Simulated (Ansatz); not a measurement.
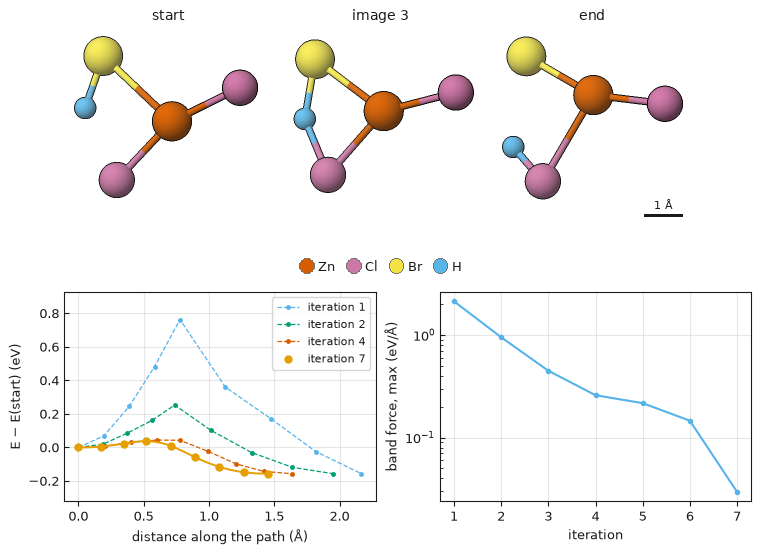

NEB run on ZnHBrCl2. Images are numbered from 0 (start) to 8 (end). The plot follows the band through its iterations. Style: ball-and-stick. Shown at a tilt.

Method: RKS PBE/def2-SVP in Ansatz 0.2.0. Set-up: 7 movable images; climbing image; force threshold 0.05 eV/Å; iteration limit 60; starting path through a guess of the saddle point.

How did the profile develop, and is the result final?

Answer. The result is final at these settings. The band converged in 7 iterations. The largest component of the band force went from 2.1 to 0.03 eV/Å. The climbing image converged on the top of the path. Its vibrational analysis gives one imaginary mode (158i cm⁻¹), as a transition state must have. The first iteration put the highest image at 0.763 eV. The highest point, image 3, lies 0.038 eV above the start and 0.194 eV above the end; the end is at −0.157 eV relative to the start.

Cost: 38 s on 2 threads of AMD EPYC 9R45 96-Core Processor (Zen 5), on a shared host, peak memory 0.18 GiB.
